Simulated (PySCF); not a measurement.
# CH₆NOPSi: NMR shifts and electronic excitations at several levels of theory, part 2 of 2

PySCF 2.14.0. Atoms count from 0. The steps go on from the part before.

## 8. Nuclear shieldings: PBE0/aug-cc-pVDZ

What the job is given:

```
{"job": {"kind": "nmr", "xc": "PBE0", "basis": "aug-cc-pVDZ", "pop": true}, "charge": 0, "multiplicity": 1}
C     -1.430692    -1.259767     0.631873
N     -0.684237    -0.249481     0.753604
Si     0.055877     0.653815    -0.553033
O     -0.286347     2.259302    -0.316857
P      2.278845     0.241756    -0.527194
H     -1.843173    -1.767158     1.524558
H     -1.727483    -1.711084    -0.340103
H     -0.481459     0.307570    -1.902939
H     -0.207752     2.574738     0.588955
H      2.302755     0.076979     0.892941
H      2.062060    -1.151953    -0.767536
```

With the program's defaults for keys left out, this is: GIAO PBE0/aug-cc-pVDZ NMR shielding, non-relativistic, gas phase.

The log of the run:

```text
coarse grid: 10208 points
cycle   1  E = -802.0288680630  dE =  4.203e-01  |g| = 7.278e-01  |ddm| = 6.908e+00
cycle   2  E = -801.8138983537  dE =  2.150e-01  |g| = 1.250e+00  |ddm| = 2.514e+00
cycle   3  E = -802.1347549574  dE = -3.209e-01  |g| = 8.518e-02  |ddm| = 1.556e+00
cycle   4  E = -802.1361424058  dE = -1.387e-03  |g| = 5.072e-02  |ddm| = 2.437e-01
cycle   5  E = -802.1367073311  dE = -5.649e-04  |g| = 1.946e-02  |ddm| = 9.495e-02
cycle   6  E = -802.1367898760  dE = -8.254e-05  |g| = 3.462e-03  |ddm| = 3.017e-02
cycle   7  E = -802.1367925921  dE = -2.716e-06  |g| = 8.027e-04  |ddm| = 6.677e-03
final grid: 89496 points
cycle   8  E = -802.1507054431  dE = -1.432e-05  |g| = 6.608e-03  |ddm| = 9.696e-02
cycle   9  E = -802.1506932700  dE =  1.217e-05  |g| = 9.935e-03  |ddm| = 2.737e-02
cycle  10  E = -802.1507159655  dE = -2.270e-05  |g| = 1.461e-03  |ddm| = 1.511e-02
cycle  11  E = -802.1507164707  dE = -5.052e-07  |g| = 2.201e-04  |ddm| = 2.334e-03
cycle  12  E = -802.1507164791  dE = -8.318e-09  |g| = 1.182e-04  |ddm| = 4.655e-04
cycle  13  E = -802.1507164821  dE = -3.007e-09  |g| = 2.277e-05  |ddm| = 1.972e-04
cycle  14  E = -802.1507164822  dE = -1.212e-10  |g| = 4.307e-06  |ddm| = 5.104e-05
converged SCF energy = -802.1507164822

GIAO shielding tensors (ppm)
atom      isotropic    diamagn.    paramagn.     s11        s22        s33       span
  0 C       31.778     238.152    -206.374    -58.040     11.789    141.584    199.624
  1 N     -130.418     285.906    -416.324   -460.786   -173.287    242.819    703.605
  2 Si     405.397     883.430    -478.033    360.011    406.202    449.979     89.968
  3 O      295.288     384.185     -88.897    269.747    289.635    326.483     56.736
  4 P      614.825     967.664    -352.839    580.196    625.715    638.563     58.367
  5 H       22.658      33.685     -11.026     21.873     22.550     23.552      1.680
  6 H       22.499      33.983     -11.484     20.359     21.579     25.559      5.200
  7 H       25.657      26.794      -1.137     22.205     24.136     30.631      8.425
  8 H       30.439      34.762      -4.323     22.829     26.167     42.319     19.490
  9 H       29.558      28.592       0.966     25.522     27.208     35.944     10.422
 10 H       30.327      29.181       1.147     26.087     27.341     37.554     11.467
```

Wall time 19 s (1 thread of Arm Neoverse V2, shared host); peak memory 0.81 GiB.

Key values: δ C0 163.3, N1 400.3, Si2 11.3, O3 40.6, H6 8.90, H5 8.74 ppm.

## 9. NMR shieldings: PBE0/IGLO-III

Settings changed since step 8:

```diff
@@ -1,2 +1,2 @@
-{"job": {"kind": "nmr", "xc": "PBE0", "basis": "aug-cc-pVDZ", "pop": true}, "charge": 0, "multiplicity": 1}
+{"job": {"kind": "nmr", "xc": "PBE0", "basis": "IGLO-III", "pop": true}, "charge": 0, "multiplicity": 1}
 C     -1.430692    -1.259767     0.631873
```

Method: GIAO PBE0/IGLO-III NMR shielding, non-relativistic, gas phase.

The log of the run:

```text
coarse grid: 10208 points
cycle   1  E = -802.1075486467  dE =  3.378e-01  |g| = 7.960e-01  |ddm| = 2.435e+00
cycle   2  E = -801.8822215874  dE =  2.253e-01  |g| = 1.330e+00  |ddm| = 1.056e+00
cycle   3  E = -802.2195855072  dE = -3.374e-01  |g| = 1.034e-01  |ddm| = 7.525e-01
cycle   4  E = -802.2212048820  dE = -1.619e-03  |g| = 6.299e-02  |ddm| = 9.472e-02
cycle   5  E = -802.2220012288  dE = -7.963e-04  |g| = 2.126e-02  |ddm| = 3.910e-02
cycle   6  E = -802.2220880716  dE = -8.684e-05  |g| = 5.625e-03  |ddm| = 1.423e-02
cycle   7  E = -802.2220940279  dE = -5.956e-06  |g| = 1.040e-03  |ddm| = 3.950e-03
final grid: 89496 points
cycle   8  E = -802.2289040856  dE = -6.825e-05  |g| = 7.743e-03  |ddm| = 3.595e-02
cycle   9  E = -802.2288931056  dE =  1.098e-05  |g| = 1.028e-02  |ddm| = 1.120e-02
cycle  10  E = -802.2289143840  dE = -2.128e-05  |g| = 1.927e-03  |ddm| = 6.632e-03
cycle  11  E = -802.2289150486  dE = -6.646e-07  |g| = 5.704e-04  |ddm| = 1.096e-03
cycle  12  E = -802.2289151200  dE = -7.139e-08  |g| = 1.914e-04  |ddm| = 3.265e-04
cycle  13  E = -802.2289151263  dE = -6.274e-09  |g| = 5.863e-05  |ddm| = 1.307e-04
cycle  14  E = -802.2289151270  dE = -6.896e-10  |g| = 5.837e-06  |ddm| = 3.528e-05
converged SCF energy = -802.2289151270

GIAO shielding tensors (ppm)
atom      isotropic    diamagn.    paramagn.     s11        s22        s33       span
  0 C       10.379     251.643    -241.264    -85.307    -10.065    126.508    211.815
  1 N     -171.167     326.191    -497.358   -530.054   -220.348    236.903    766.957
  2 Si     343.267     889.411    -546.144    292.255    350.212    387.334     95.078
  3 O      281.010     383.299    -102.289    252.489    278.925    311.614     59.125
  4 P      570.209     970.804    -400.595    528.352    581.168    601.106     72.754
  5 H       22.821      28.961      -6.139     21.912     22.769     23.783      1.871
  6 H       22.647      30.461      -7.815     20.611     21.711     25.619      5.008
  7 H       25.710      29.672      -3.962     22.449     24.324     30.358      7.909
  8 H       30.205      31.568      -1.363     22.720     25.960     41.934     19.214
  9 H       29.506      30.732      -1.225     25.547     27.122     35.850     10.302
 10 H       30.254      31.021      -0.767     26.175     27.170     37.418     11.243
```

Run time: 27 s. Hardware: 1 thread of Arm Neoverse V2, shared host; peak memory 0.99 GiB.

This run: δ C0 173.4, N1 431.7, Si2 2.1, O3 46.2, H6 8.73, H5 8.55 ppm.

## 10. Nuclear shieldings: PBE0/pcSseg-0

Settings changed since step 9:

```diff
@@ -1,2 +1,2 @@
-{"job": {"kind": "nmr", "xc": "PBE0", "basis": "IGLO-III", "pop": true}, "charge": 0, "multiplicity": 1}
+{"job": {"kind": "nmr", "xc": "PBE0", "basis": "pcSseg-0", "pop": true}, "charge": 0, "multiplicity": 1}
 C     -1.430692    -1.259767     0.631873
```

Level: GIAO PBE0/pcSseg-0 NMR shielding, non-relativistic, gas phase.

The log of the run:

```text
coarse grid: 10208 points
cycle   1  E = -800.7917613197  dE =  3.943e-01  |g| = 7.185e-01  |ddm| = 3.333e+00
cycle   2  E = -800.6194217420  dE =  1.723e-01  |g| = 1.179e+00  |ddm| = 2.276e+00
cycle   3  E = -800.8978078589  dE = -2.784e-01  |g| = 8.376e-02  |ddm| = 1.521e+00
cycle   4  E = -800.8992835430  dE = -1.476e-03  |g| = 5.148e-02  |ddm| = 1.855e-01
cycle   5  E = -800.8998922778  dE = -6.087e-04  |g| = 1.942e-02  |ddm| = 6.834e-02
cycle   6  E = -800.8999724186  dE = -8.014e-05  |g| = 2.251e-03  |ddm| = 2.208e-02
cycle   7  E = -800.8999737132  dE = -1.295e-06  |g| = 3.672e-04  |ddm| = 4.345e-03
final grid: 89496 points
cycle   8  E = -800.9470863695  dE = -1.484e-05  |g| = 3.378e-03  |ddm| = 1.885e-02
cycle   9  E = -800.9470845477  dE =  1.822e-06  |g| = 4.382e-03  |ddm| = 1.114e-02
cycle  10  E = -800.9470892981  dE = -4.750e-06  |g| = 8.831e-04  |ddm| = 6.438e-03
cycle  11  E = -800.9470894725  dE = -1.744e-07  |g| = 1.167e-04  |ddm| = 8.318e-04
cycle  12  E = -800.9470894755  dE = -2.982e-09  |g| = 5.840e-05  |ddm| = 1.789e-04
cycle  13  E = -800.9470894761  dE = -6.344e-10  |g| = 1.159e-05  |ddm| = 7.391e-05
converged SCF energy = -800.9470894761

GIAO shielding tensors (ppm)
atom      isotropic    diamagn.    paramagn.     s11        s22        s33       span
  0 C       14.405     252.527    -238.122    -79.940    -12.737    135.891    215.831
  1 N     -182.223     339.885    -522.108   -615.207   -194.846    263.384    878.591
  2 Si     344.752     877.408    -532.656    282.311    338.960    412.985    130.674
  3 O      317.145     395.101     -77.956    246.467    302.462    402.506    156.039
  4 P      622.482     966.181    -343.699    587.532    629.956    649.957     62.424
  5 H       23.727      27.624      -3.896     23.034     23.759     24.390      1.356
  6 H       23.746      28.756      -5.010     21.551     24.074     25.615      4.064
  7 H       26.481      28.951      -2.470     22.242     24.250     32.950     10.707
  8 H       32.039      30.204       1.835     24.447     27.939     43.731     19.285
  9 H       30.818      30.181       0.636     26.401     28.019     38.033     11.632
 10 H       31.587      30.461       1.125     27.195     28.341     39.223     12.027
```

It took 4.9 s on 1 thread of Arm Neoverse V2, shared host; peak memory 0.41 GiB.

This run: δ C0 179.1, N1 448.2, Si2 3.8, O3 20.7, H5 9.10, H6 9.09 ppm.

## 11. Excited states and response: HF/def2-SVPD

Settings changed since step 10:

```diff
@@ -1,2 +1,2 @@
-{"job": {"kind": "nmr", "xc": "PBE0", "basis": "pcSseg-0", "pop": true}, "charge": 0, "multiplicity": 1}
+{"job": {"kind": "uv", "xc": "HF", "basis": "def2-SVPD", "ip": true}, "charge": 0, "multiplicity": 1}
 C     -1.430692    -1.259767     0.631873
```

Method: TDDFT HF/def2-SVPD, vertical, gas phase, core orbitals frozen in the response.

The log of the run:

```text
final grid: 89496 points
cycle   1  E = -799.9691658928  dE =  3.506e-01  |g| = 6.104e-01  |ddm| = 4.192e+00
cycle   2  E = -800.0484414621  dE = -7.928e-02  |g| = 3.512e-01  |ddm| = 1.217e+00
cycle   3  E = -800.0738296670  dE = -2.539e-02  |g| = 6.686e-02  |ddm| = 4.795e-01
cycle   4  E = -800.0757369751  dE = -1.907e-03  |g| = 1.801e-02  |ddm| = 1.669e-01
cycle   5  E = -800.0759147176  dE = -1.777e-04  |g| = 6.192e-03  |ddm| = 5.682e-02
cycle   6  E = -800.0759424275  dE = -2.771e-05  |g| = 3.690e-03  |ddm| = 1.482e-02
cycle   7  E = -800.0759491355  dE = -6.708e-06  |g| = 1.027e-03  |ddm| = 1.161e-02
cycle   8  E = -800.0759500860  dE = -9.506e-07  |g| = 3.947e-04  |ddm| = 4.353e-03
cycle   9  E = -800.0759502003  dE = -1.142e-07  |g| = 9.386e-05  |ddm| = 1.851e-03
cycle  10  E = -800.0759502097  dE = -9.409e-09  |g| = 3.071e-05  |ddm| = 4.784e-04
cycle  11  E = -800.0759502104  dE = -7.167e-10  |g| = 8.051e-06  |ddm| = 1.213e-04
converged SCF energy = -800.0759502104

Static polarisability (au): isotropic 73.084, principal 63.960 67.257 88.036

Singlet excitations
state   eV       nm        f      main configurations
  1   4.6236    268.2   0.00029   H-1->L+2 0.41, H-1->L+1 0.28, H-1->L 0.14
  2   6.8108    182.0   0.01714   H->L+5 0.35, H->L+3 0.23, H->L 0.17
  3   7.2830    170.2   0.10891   H->L 0.38, H->L+3 0.32
  4   7.6895    161.2   0.57805   H->L+2 0.29, H->L+1 0.22, H->L+3 0.10
  5   8.1740    151.7   0.09132   H->L+4 0.22, H->L+6 0.17, H->L+7 0.14
  6   8.3012    149.4   0.04907   H->L+5 0.17, H->L+2 0.09, H->L+7 0.09
  7   8.4492    146.7   0.01295   H-1->L+1 0.38, H-1->L 0.19
  8   8.7279    142.1   0.00894   H-2->L 0.35, H-2->L+5 0.09
  9   8.8656    139.8   0.18472   H->L+2 0.13, H-3->L+2 0.12, H-2->L 0.10
 10   9.0045    137.7   0.02087   H-1->L 0.18, H-1->L+2 0.14, H-1->L+3 0.14

Triplet excitations (Tamm-Dancoff, eV): 3.9371 4.2153 5.5630 5.7360
Vertical ionisation energy (delta-SCF) = 8.3851 eV
```

Run time: 15 s. Hardware: 1 thread of Arm Neoverse V2, shared host; peak memory 0.72 GiB.

Frontier orbitals and where they lie:

```
orbital      eV                       atoms
 HOMO−3  -12.89   N1 46 %, C0 30 %, O3 10 %
 HOMO−2  -11.81  P4 44 %, Si2 16 %, O3 12 %
 HOMO−1  -10.93  N1 55 %, C0 16 %, Si2 10 %
   HOMO   -9.94   P4 64 %, Si2 12 %, N1 6 %
   LUMO    2.31  Si2 29 %, O3 18 %, C0 14 %
 LUMO+1    2.75   C0 42 %, H5 14 %, H6 13 %
 LUMO+2    2.95   C0 27 %, N1 16 %, O3 11 %
```

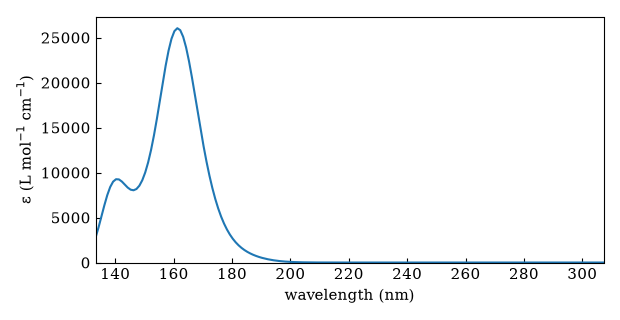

Absorption spectrum: each of the 10 states is a Gaussian band of 0.4 eV half-width at 1/e. Beyond the last state computed it falls off for lack of states.

Further results of this job:

| property | computed |
| --- | --- |
| dipole moment (D) | 2.54 |
| polarisability (Å³) | 10.83 |
| HOMO–LUMO gap (eV) | 12.24 |
| −ε(HOMO) (eV) | 9.94 |

## 12. Side by side: NMR shifts

Shifts (ppm) of some atoms, chosen among heavy atoms and hydrogens apart, with basis size and wall time:

```csv
run,C0,H5,H7,N1,Si2,O3,P4,functions,time
PBE0/6-31G*,157.0,8.19,5.73,372.1,24.2,31.1,-217.8,90,8.4 s
"PBE0/6-311+G(2d,p)",168.5,8.53,5.74,417.5,5.7,43.7,-266.6,187,20 s
PBE0/def2-SVP,160.9,8.07,5.40,402.3,-2.3,41.8,-234.1,108,9.1 s
PBE0/def2-TZVP,170.1,8.52,5.79,426.0,3.2,49.3,-272.8,203,23 s
PBE0/cc-pVDZ,161.5,8.34,5.37,401.4,3.3,39.4,-227.3,108,9.8 s
PBE0/cc-pVTZ,168.8,8.48,5.58,424.2,7.4,45.2,-263.3,242,30 s
PBE0/aug-cc-pVDZ,163.3,8.74,5.74,400.3,11.3,40.6,-242.8,177,19 s
PBE0/IGLO-III,173.4,8.55,5.66,431.7,2.1,46.2,-263.4,253,27 s
PBE0/pcSseg-0,179.1,9.10,6.35,448.2,3.8,20.7,-341.1,65,4.9 s
```

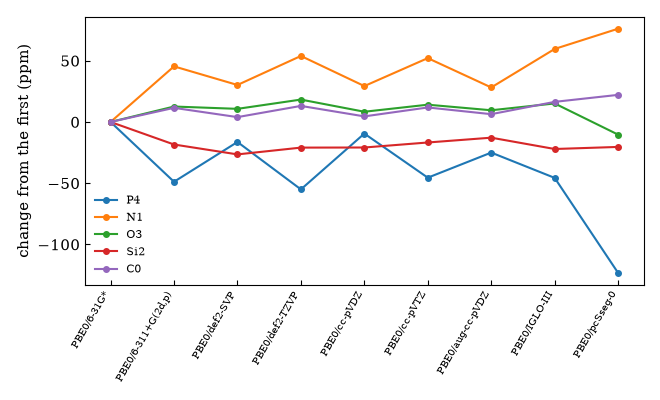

How five of the tabulated atoms move from run to run.

## 13. Outcome

What follows sums up all 2 parts.

```
                                                            quantity                             value
                                ¹³C shifts against TMS (PBE0/6-31G*)                         157.0 ppm
¹H shifts against TMS (PBE0/6-31G*, means over atoms taken as alike)  8.32, 8.19, 5.73, 1.52, 1.27 ppm
                                ¹⁵N shifts against NH3 (PBE0/6-31G*)                         372.1 ppm
                               ²⁹Si shifts against TMS (PBE0/6-31G*)                          24.2 ppm
                                ¹⁷O shifts against H2O (PBE0/6-31G*)                          31.1 ppm
                              ³¹P shifts against H3PO4 (PBE0/6-31G*)                        -217.8 ppm
                                       lowest singlet (HF/def2-SVPD)       4.62 eV (268 nm), f = 0.000
                            brightest single state of those computed       state 4, 7.69 eV, f = 0.578
                                                      lowest triplet                           3.94 eV
                                            range of the shift of P4              -341.1 to -217.8 ppm
```

What this shows: Single values in the summary come from the first run of each kind that ended normally (PBE0/6-31G*; HF/def2-SVPD), which need not be the best level. At PBE0/6-31G*: The widest tensor belongs to N1: span 694 ppm, with a paramagnetic part of -439 ppm. The first singlet state (HOMO−1→LUMO+2 0.41, HOMO−1→LUMO+1 0.28) lies at 4.62 eV and is dark; of the 10 states computed, the strongest absorption comes from state 4 at 7.69 eV. The lowest triplet lies 0.69 eV below the lowest singlet (triplets in Tamm-Dancoff, singlets in full TDDFT). In ppm, P4 moves most: its shift spreads over 123.3 ppm, from -341.1 (PBE0/pcSseg-0) to -217.8 (PBE0/6-31G*). Most of that comes from the computed reference, not from the atom's own shielding.
